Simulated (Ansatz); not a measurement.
# GaNHCl+ (quartet): from Hartree-Fock to the top rungs, cc-pVDZ

How much of the correlation energy of GaNHCl+ (quartet) does each wave-function method recover here?

Computed with Ansatz 0.2.0, Gaussian basis. Level: cc-pVDZ, core rule «outside noble gas», up to 20 orbitals frozen.

To be run: UHF; CCSD(T) on ROHF; CCSD(T) on UHF; BCCD(T) on ROHF; CISD as a restricted active space (open shells left free, so some higher excitations enter); CCSDT(Q) on ROHF; CCSDT(Q) on UHF.

24 further runs of the same task are left out: 6 for a known fault of the program, 4 that didn't finish, 14 set aside as unsound or not needed. Runs told in other sessions of the task aren't counted.

## (1) What is computed

The geometry is a PBE0/def2-TZVP stationary point (not a proven minimum) of the parent state, kept for this charge and spin. No spin-orbit coupling is included. The filled d shell of Ga may be among the frozen orbitals whatever the setting's name suggests.

4 atoms, charge 1, spin multiplicity 4.

Atoms are counted from 1 here; the program's logs count them from 0.

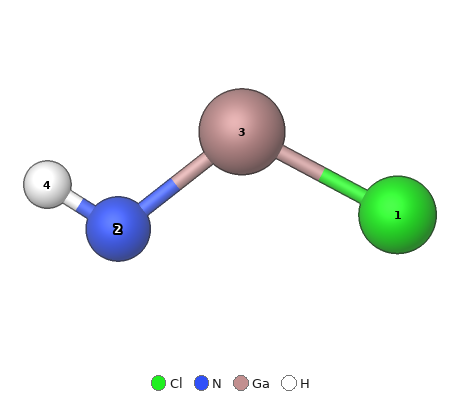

The structure; chlorine green, nitrogen blue, gallium pink, hydrogen white; atoms are numbered from 1 in the order of the file.

In the tables R marks a restricted open-shell determinant and U an unrestricted one; energies count from the table's Hartree-Fock row.

## (2) UHF

The input, in.yaml:

```yaml
crystal:
  periodic: [false, false, false]
  atoms:
    - {symbol: Cl, position_ang: [0.000000, 0.334515, 1.618034]}
    - {symbol: N, position_ang: [0.000000, 1.033293, -1.756376]}
    - {symbol: Ga, position_ang: [0.000000, -0.386699, -0.430861]}
    - {symbol: H, position_ang: [0.000000, 0.624237, -2.700788]}
basis:
  gaussian: {orbitals: cc-pVDZ}
total_charge: 1
magnetization: {spin_polarized: true, initial_magnetization: 3}
hamiltonian: {xc: hf}
output: {orbitals: {seedname: orbitals}}
```

On the command line:

```
> ansatz run in.yaml --threads 1 --pin off --events-out ev --progress --plain --max-ram 2393MiB
```

The log of the run:

```text
Functional definition: HF
  name "HF"
  cite "Fock, Z. Phys. 61, 126 (1930) doi:10.1007/BF01340294"
  parent pbe
  exchange = exact_x
  correlation = 0
698 factors; integrals over basis functions are off by at most 1.4e-3 eV
mean field evaluation 1: about -66322.9433 eV, gradient 1.8e1 eV
mean field evaluation 2: about -66322.9909 eV, gradient 1.8e1 eV
mean field evaluation 4: about -66325.6657 eV, gradient 2.7e0 eV
mean field evaluation 8: about -66325.8731 eV, gradient 4.3e-1 eV
mean field evaluation 16: about -66321.3211 eV, gradient 1.8e1 eV
mean field evaluation 32: about -66324.3602 eV, gradient 3.1e-1 eV
mean field evaluation 64: about -66324.3694 eV, gradient 2.0e-4 eV
mean field -66325.88410311 eV, -2437.4312834905 hartree, gradient 2.4e-5 eV, S^2 3.773315; 2 other end points of the search recorded, 0 dependent functions left out
reference -66325.88410311 eV, -2437.4312834905 hartree; 29, 26 occupied and 35, 38 virtual orbitals, 698 factors
Total energy: -66325.88410311 eV, -2437.4312834905 hartree
```

It took 3.5 s on 1 thread of Arm Neoverse V2, shared host.

From the report: ⟨S²⟩ of the determinant 3.773 (pure quartet: 3.75).

## (3) CCSD(T) on ROHF

in.yaml: that of step 2 with these lines changed.

```diff
@@ -10,4 +10,3 @@
 total_charge: 1
-magnetization: {spin_polarized: true, initial_magnetization: 3}
-hamiltonian: {xc: hf}
-output: {orbitals: {seedname: orbitals}}
+magnetization: {spin_polarized: false, initial_magnetization: 3}
+correlation: {method: ccsd_t, electrons: outside_noble_gas}
```

The command is unchanged.

The log of the run (excerpt; [...] marks lines left out):

```text
Functional definition: HF
  name "HF"
  cite "Fock, Z. Phys. 61, 126 (1930) doi:10.1007/BF01340294"
  parent pbe
[...]
698 factors; integrals over basis functions are off by at most 1.4e-3 eV
[...]
mean field -66325.65491143 eV, -2437.4228608515 hartree, gradient 4.9e-6 eV, S^2 3.750000; 14 other end points of the search recorded, 0 dependent functions left out
[...]
determinant -66325.65491143 eV, -2437.4228608515 hartree, with singles and doubles -66334.01772454 eV, -2437.7301885648 hartree
determinant -66324.01523069 eV, -2437.3626036956 hartree, with singles and doubles -66333.00216014 eV, -2437.6928672614 hartree
determinant -66323.87231338 eV, -2437.3573515816 hartree, with singles and doubles -66332.87634228 eV, -2437.6882435402 hartree
determinant -66322.65136257 eV, -2437.3124824668 hartree, with singles and doubles -66331.49944590 eV, -2437.6376435318 hartree
determinant -66320.43512699 eV, -2437.2310373114 hartree, with singles and doubles -66329.77602813 eV, -2437.5743090968 hartree
determinant -66320.32425768 eV, -2437.2269629393 hartree, with singles and doubles -66329.65745487 eV, -2437.5699516099 hartree
20 core orbitals not correlated: weight in the atoms' cores, before any rotation towards them, 0.584 or more for the frozen orbitals, at most 0.415 for the correlated occupied ones
reference -66325.65491143 eV, -2437.4228608515 hartree; 9, 6 occupied and 35, 38 virtual orbitals, 698 factors
second order -7.28096108 eV of doubles, -0.12353180 eV of singles
cycle   1  -8.36557375 eV  change   -2.8e-3 eV  update   3.7e-3
[...]
cycle  11  -8.37065181 eV  change   -7.6e-6 eV  update   1.4e-5
perturbative correction -0.20371775 eV, -0.0074864892 hartree
Total energy: -66334.22928099 eV, -2437.7379631210 hartree
```

Wall time 18 s (1 thread of Arm Neoverse V2, shared host).

From the report: correlation -8.5744 eV; T1 0.030; largest double amplitude 0.04.

## (4) CCSD(T) on UHF

in.yaml: that of step 3 with these lines changed.

```diff
@@ -10,3 +10,3 @@
 total_charge: 1
-magnetization: {spin_polarized: false, initial_magnetization: 3}
+magnetization: {spin_polarized: true, initial_magnetization: 3}
 correlation: {method: ccsd_t, electrons: outside_noble_gas}
```

Launched as before.

The log of the run (excerpt; [...] marks lines left out):

```text
Functional definition: HF
  name "HF"
  cite "Fock, Z. Phys. 61, 126 (1930) doi:10.1007/BF01340294"
  parent pbe
[...]
698 factors; integrals over basis functions are off by at most 1.4e-3 eV
[...]
mean field -66325.88410311 eV, -2437.4312834905 hartree, gradient 1.6e-6 eV, S^2 3.773315; 8 other end points of the search recorded, 0 dependent functions left out
determinant -66325.88410311 eV, -2437.4312834905 hartree, with singles and doubles -66334.03407478 eV, -2437.7307894250 hartree
determinant -66324.49912741 eV, -2437.3803865720 hartree, with singles and doubles -66333.04132925 eV, -2437.6943066996 hartree
determinant -66324.36935770 eV, -2437.3756176231 hartree, with singles and doubles -66332.91553212 eV, -2437.6896837404 hartree
determinant -66322.91000694 eV, -2437.3219874720 hartree, with singles and doubles -66331.51490254 eV, -2437.6382115527 hartree
20 core orbitals not correlated, not the lowest: weight in the atoms' cores, before any rotation towards them, 0.533 or more for the frozen orbitals, at most 0.466 for the correlated occupied ones
reference -66325.88410311 eV, -2437.4312834905 hartree; 9, 6 occupied and 35, 38 virtual orbitals, 698 factors
second order -7.20606530 eV of doubles, -0.00000000 eV of singles
cycle   1  -8.15212504 eV  change   -2.2e-3 eV  update   3.3e-3
[...]
cycle  10  -8.15599362 eV  change   -2.2e-6 eV  update   1.1e-5
perturbative correction -0.19888944 eV, -0.0073090521 hartree
Total energy: -66334.23898617 eV, -2437.7383197797 hartree
```

Wall time 18 s (1 thread of Arm Neoverse V2, shared host).

From the report: ⟨S²⟩ of the determinant 3.773 (pure quartet: 3.75); correlation -8.3549 eV; T1 0.023; largest double amplitude 0.03.

## (5) BCCD(T) on ROHF

in.yaml: that of step 4 with these lines changed.

```diff
@@ -10,3 +10,3 @@
 total_charge: 1
-magnetization: {spin_polarized: true, initial_magnetization: 3}
-correlation: {method: ccsd_t, electrons: outside_noble_gas}
+magnetization: {spin_polarized: false, initial_magnetization: 3}
+correlation: {method: bccd_t, electrons: outside_noble_gas}
```

Launched as before.

The log of the run (excerpt; [...] marks lines left out):

```text
Functional definition: HF
  name "HF"
  cite "Fock, Z. Phys. 61, 126 (1930) doi:10.1007/BF01340294"
  parent pbe
[...]
698 factors; integrals over basis functions are off by at most 1.4e-3 eV
[...]
mean field -66325.65491143 eV, -2437.4228608515 hartree, gradient 4.9e-6 eV, S^2 3.750000; 14 other end points of the search recorded, 0 dependent functions left out
[...]
determinant -66325.65491143 eV, -2437.4228608515 hartree, with singles and doubles -66334.01772454 eV, -2437.7301885648 hartree
determinant -66324.01523069 eV, -2437.3626036956 hartree, with singles and doubles -66333.00216014 eV, -2437.6928672614 hartree
determinant -66323.87231338 eV, -2437.3573515816 hartree, with singles and doubles -66332.87634228 eV, -2437.6882435402 hartree
determinant -66322.65136257 eV, -2437.3124824668 hartree, with singles and doubles -66331.49944590 eV, -2437.6376435318 hartree
determinant -66320.43512699 eV, -2437.2310373114 hartree, with singles and doubles -66329.77602813 eV, -2437.5743090968 hartree
determinant -66320.32425768 eV, -2437.2269629393 hartree, with singles and doubles -66329.65745487 eV, -2437.5699516099 hartree
20 core orbitals not correlated: weight in the atoms' cores, before any rotation towards them, 0.584 or more for the frozen orbitals, at most 0.415 for the correlated occupied ones
reference -66325.65491143 eV, -2437.4228608515 hartree; 9, 6 occupied and 35, 38 virtual orbitals, 698 factors
second order -7.28096108 eV of doubles, -0.12353180 eV of singles
cycle   1  -8.35972695 eV  change    3.1e-3 eV  update   1.4e-2
[...]
cycle  12  -8.36046480 eV  change    5.0e-6 eV  update   1.5e-5
perturbative correction -0.21415747 eV, -0.0078701419 hartree
Total energy: -66334.22953370 eV, -2437.7379724078 hartree
```

Wall time 18 s (1 thread of Arm Neoverse V2, shared host).

From the report: correlation -8.5746 eV; largest double amplitude 0.03.

## (6) CISD as a restricted active space (open shells left free, so some higher excitations enter)

in.yaml: that of step 5 with these lines changed.

```diff
@@ -11,2 +11,2 @@
 magnetization: {spin_polarized: false, initial_magnetization: 3}
-correlation: {method: bccd_t, electrons: outside_noble_gas}
+correlation: {active_space: {ras: {orbitals: [6, 3, 35], electrons: 15, max_holes: 2, max_particles: 2}, fixed_orbitals: true}}
```

The command is unchanged.

The log of the run (excerpt; [...] marks lines left out):

```text
Functional definition: HF
  name "HF"
  cite "Fock, Z. Phys. 61, 126 (1930) doi:10.1007/BF01340294"
  parent pbe
[...]
698 factors; integrals over basis functions are off by at most 1.4e-3 eV
[...]
mean field -66325.65491143 eV, -2437.4228608515 hartree, gradient 4.9e-6 eV, S^2 3.750000; 13 other end points of the search recorded, 0 dependent functions left out
reference -66325.65491143 eV, -2437.4228608515 hartree; 29, 26 occupied and 35, 38 virtual orbitals, 698 factors
state -66333.17885632 eV, -2437.6993607264 hartree
Total energy: -66333.17885632 eV, -2437.6993607264 hartree
```

It took 31 s on 1 thread of Arm Neoverse V2, shared host.

From the report: 293,138 determinants.

## (7) CCSDT(Q) on ROHF

in.yaml: that of step 6 with these lines changed.

```diff
@@ -11,2 +11,2 @@
 magnetization: {spin_polarized: false, initial_magnetization: 3}
-correlation: {active_space: {ras: {orbitals: [6, 3, 35], electrons: 15, max_holes: 2, max_particles: 2}, fixed_orbitals: true}}
+correlation: {method: ccsdt_q, electrons: outside_noble_gas}
```

Launched as before.

The log of the run (excerpt; [...] marks lines left out):

```text
Functional definition: HF
  name "HF"
  cite "Fock, Z. Phys. 61, 126 (1930) doi:10.1007/BF01340294"
  parent pbe
[...]
1270 factors; integrals over basis functions are off by at most 1.3e-7 eV
[...]
mean field -66325.65522402 eV, -2437.4228723389 hartree, gradient 3.7e-6 eV, S^2 3.750000; 14 other end points of the search recorded, 0 dependent functions left out
[...]
determinant -66325.65522402 eV, -2437.4228723389 hartree, with singles and doubles -66334.01804502 eV, -2437.7302003420 hartree
determinant -66324.01555413 eV, -2437.3626155819 hartree, with singles and doubles -66333.00248941 eV, -2437.6928793619 hartree
determinant -66323.87263615 eV, -2437.3573634431 hartree, with singles and doubles -66332.87667095 eV, -2437.6882556186 hartree
determinant -66322.65169229 eV, -2437.3124945837 hartree, with singles and doubles -66331.49978101 eV, -2437.6376558466 hartree
determinant -66320.43546475 eV, -2437.2310497239 hartree, with singles and doubles -66329.77637629 eV, -2437.5743218916 hartree
determinant -66320.32459695 eV, -2437.2269754074 hartree, with singles and doubles -66329.65780373 eV, -2437.5699644303 hartree
20 core orbitals not correlated: weight in the atoms' cores, before any rotation towards them, 0.584 or more for the frozen orbitals, at most 0.415 for the correlated occupied ones
reference -66325.65522402 eV, -2437.4228723389 hartree; 9, 6 occupied and 35, 38 virtual orbitals, 1270 factors
second order -7.28097675 eV of doubles, -0.12353148 eV of singles
cycle   1  -8.06624076 eV  change   -6.6e-1 eV  update   8.3e-2
[...]
cycle  29  -8.60826039 eV  change   -5.1e-7 eV  update   1.7e-6
perturbative correction -0.01661964 eV, -0.0006107605 hartree
Total energy: -66334.28010405 eV, -2437.7398308337 hartree
```

Run time: 1.8 min. Hardware: 1 thread of Arm Neoverse V2, shared host; peak memory 1.1 GiB.

From the report: correlation -8.6249 eV; T1 0.035; largest double amplitude 0.05.

## (8) CCSDT(Q) on UHF

in.yaml: that of step 7 with these lines changed.

```diff
@@ -10,3 +10,3 @@
 total_charge: 1
-magnetization: {spin_polarized: false, initial_magnetization: 3}
+magnetization: {spin_polarized: true, initial_magnetization: 3}
 correlation: {method: ccsdt_q, electrons: outside_noble_gas}
```

The command is unchanged.

The log of the run (excerpt; [...] marks lines left out):

```text
Functional definition: HF
  name "HF"
  cite "Fock, Z. Phys. 61, 126 (1930) doi:10.1007/BF01340294"
  parent pbe
[...]
1270 factors; integrals over basis functions are off by at most 1.3e-7 eV
[...]
mean field -66325.88441505 eV, -2437.4312949538 hartree, gradient 8.9e-6 eV, S^2 3.773315; 8 other end points of the search recorded, 0 dependent functions left out
determinant -66325.88441505 eV, -2437.4312949538 hartree, with singles and doubles -66334.03439492 eV, -2437.7308011900 hartree
determinant -66324.49944892 eV, -2437.3803983874 hartree, with singles and doubles -66333.04165937 eV, -2437.6943188313 hartree
determinant -66324.36967858 eV, -2437.3756294154 hartree, with singles and doubles -66332.91586124 eV, -2437.6896958354 hartree
determinant -66322.91033647 eV, -2437.3219995822 hartree, with singles and doubles -66331.51523765 eV, -2437.6382238678 hartree
20 core orbitals not correlated, not the lowest: weight in the atoms' cores, before any rotation towards them, 0.533 or more for the frozen orbitals, at most 0.466 for the correlated occupied ones
reference -66325.88441505 eV, -2437.4312949538 hartree; 9, 6 occupied and 35, 38 virtual orbitals, 1270 factors
second order -7.20608124 eV of doubles, -0.00000000 eV of singles
cycle   1  -7.85808116 eV  change   -6.5e-1 eV  update   8.1e-2
[...]
cycle  29  -8.38864320 eV  change   -3.3e-7 eV  update   1.5e-6
perturbative correction -0.01961749 eV, -0.0007209296 hartree
Total energy: -66334.29267574 eV, -2437.7402928348 hartree
```

Run time: 99 s. Hardware: 1 thread of Arm Neoverse V2, shared host; peak memory 0.77 GiB.

From the report: ⟨S²⟩ of the determinant 3.773 (pure quartet: 3.75); correlation -8.4083 eV; T1 0.028; largest double amplitude 0.04.

## (9) All levels against the top one

The yardstick is UCCSDT(Q), where the cluster series has nearly closed. Rows without a time are mean-field rows or come out of runs for another level: lower rungs of the coupled-cluster runs, or the Hartree-Fock search.

Differences are taken before rounding.

```csv
method,energy from the lowest ROHF (kcal/mol),from UCCSDT(Q) (kcal/mol),time
ROHF,0.00,+199.19,
UHF,-5.29,+193.91,
RMP2,-170.75,+28.44,
UMP2,-171.46,+27.73,
RCCSD,-193.03,+6.16,
UCCSD,-193.37,+5.82,
RCCSD(T),-197.73,+1.46,18 s
UCCSD(T),-197.95,+1.24,18 s
BCCD(T),-197.74,+1.46,18 s
RCCSDT,-198.52,+0.67,
UCCSDT,-198.74,+0.45,
RCCSDT(Q),-198.90,+0.29,1.8 min
UCCSDT(Q),-199.19,0,99 s
```

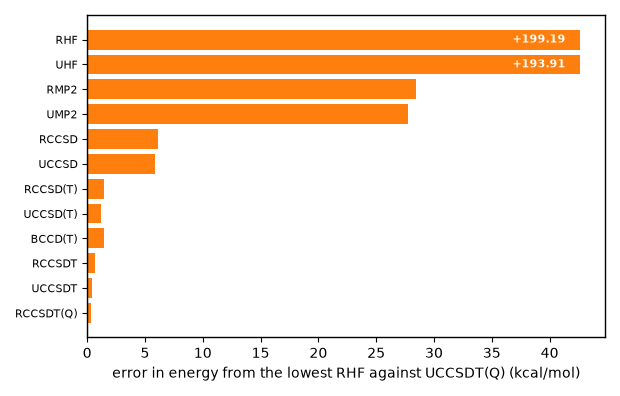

How far each level lands from UCCSDT(Q). Bars with a number in them are cut short.

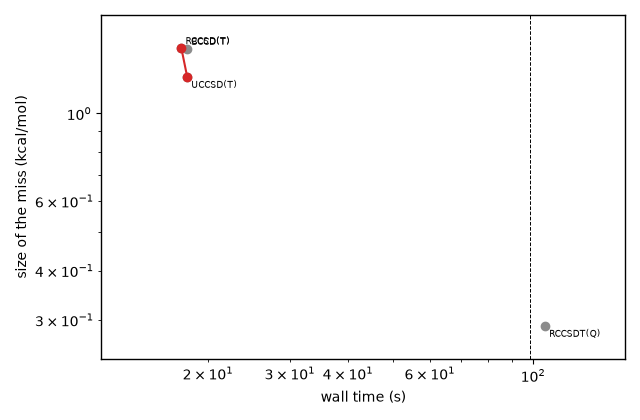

Accuracy for the time spent; red marks the levels that beat every quicker one drawn (of those quicker than the yardstick), and the dashed line is the time of UCCSDT(Q). Times are from a shared host.

Not comparable, so not listed: CISD as a restricted active space (open shells left free, so some higher excitations enter) (they don't share determinant, frozen orbitals or solution with the rows shown, or repeat one).

## (10) Summary of results

| quantity | value |
| --- | --- |
| UCCSDT(Q) from the ROHF energy | -8.6378 eV |
| RMP2 from UCCSDT(Q) | +28.44 kcal/mol |
| UMP2 from UCCSDT(Q) | +27.73 kcal/mol |
| RCCSD from UCCSDT(Q) | +6.16 kcal/mol |
| RCCSD(T) from UCCSDT(Q) | +1.46 kcal/mol |
| UCCSD(T) from UCCSDT(Q) | +1.24 kcal/mol |
| RCCSDT(Q) from UCCSDT(Q) | +0.29 kcal/mol |
| levels within 1 kcal/mol (43 meV) | RCCSDT, UCCSDT, RCCSDT(Q) |
| T1 diagnostic | 0.030 |

RCCSD(T) lands +1.46 kcal/mol from the yardstick (0.7 % of the correlation energy). These misses are within one basis, not against nature; the frozen cores of restricted and unrestricted runs differ, which can shift their rows.

UCCSD(T) reaches 1.24 kcal/mol from the reference in 18 s, where UCCSDT(Q) took 99 s; the quickest level in the cost chart, RCCSD(T), takes 18 s and misses by 1.46 kcal/mol.
